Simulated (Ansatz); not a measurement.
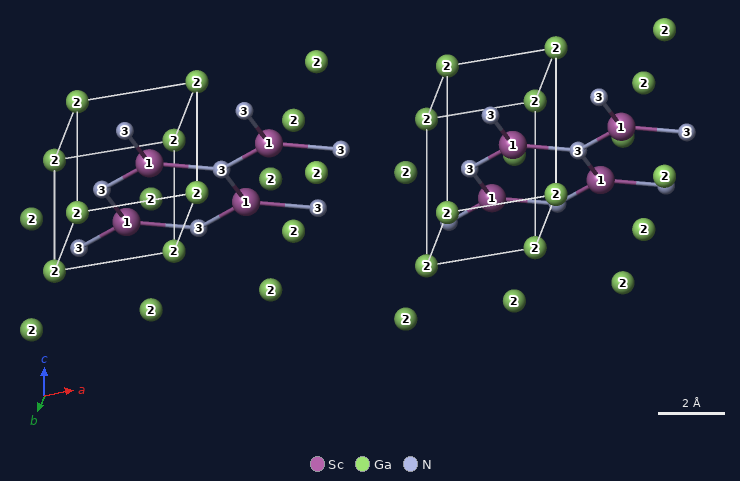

Two geometries of solid ScGaN (a generated structure, set up in P-6m2) (coarse preliminary run), drawn at one scale. One is the start of a relaxation, the other its converged end. The picture is a ball-and-stick view of the cell of the calculation, repeated 2 × 2 × 1 with one cell outlined, seen from a free direction.

Computed with DFT PBE, scalar-relativistic, plane waves, PAW (Ansatz 0.2.0). Settings: plane-wave cutoff 420 eV; k-point mesh 6 × 6 × 4; occupations gaussian; smearing width 0.1 eV; no spin polarisation; cell and atoms relaxed; force threshold 0.04 eV/Å; at most 70 steps.

Question: Which of the two is the end point?

Answer: The right one is the relaxed one. The atoms keep their places relative to the cell (all moves are under 0.005 Å). Cell: a = b 3.876 → 3.520 Å (−9.2 %), c 3.837 → 5.071 Å (+32.2 %). Volume +9.0 %. Near-neighbour distances that change, for instance: Sc1–N3 2.238 → 2.032 Å. The space group stays P-6m2 (No. 187). After 8 accepted moves (10 points after the start) the energy has fallen by 296 meV per atom. All forces vanish by symmetry, so only the cell relaxes. Pressure: −7.15 GPa at the start and −0.06 GPa at the end. At 2 points the geometry stayed and the basis and grid were re-selected for the new cell (energy shift of 20.2 meV per atom at most each time). Cost: 55 s on 1 thread of AMD EPYC (Zen 3), with other jobs on the host, peak memory 0.38 GiB.

Limits of the set-up: the k-point mesh is coarse for a cell with partly filled bands.
